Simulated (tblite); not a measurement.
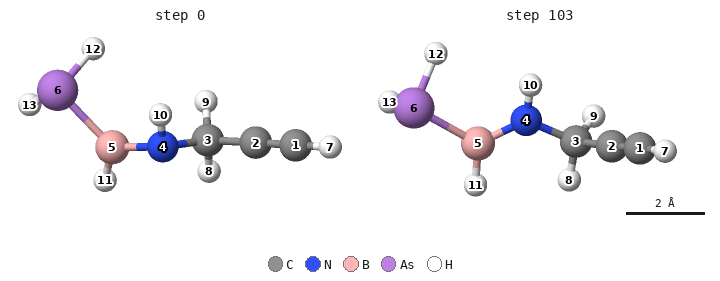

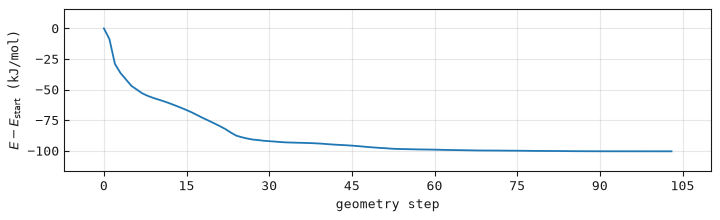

First and last geometry of a relaxation of C₃H₇AsBN, with the history of the run. Style: ball-and-stick. Shown at a tilt.

These are results of GFN2-xTB geometry optimisation, gas phase in tblite 0.8.0, not measurements. 

> What do the curves and the structures tell?

It converged. The largest move after the best rigid fit is that of H10, 1.29 Å. Largest moves by element: H 1.29 Å, N 1.04 Å, As 0.62 Å, C 0.51 Å, B 0.19 Å. Near-neighbour distances that change, for instance: N4–B5 1.529 → 1.377 Å, As6–H13 1.554 → 1.505 Å, As6–H12 1.559 → 1.512 Å, N4–H10 1.048 → 1.013 Å. Among the angles between lasting bonds that change: C3–N4–B5 110.9° → 127.6°, B5–N4–H10 106.9° → 120.9°, H12–As6–H13 93.7° → 89.4°. Groups turn about B5–As6 by about 50°. After 103 geometry steps the energy has fallen by 100.4 kJ/mol.
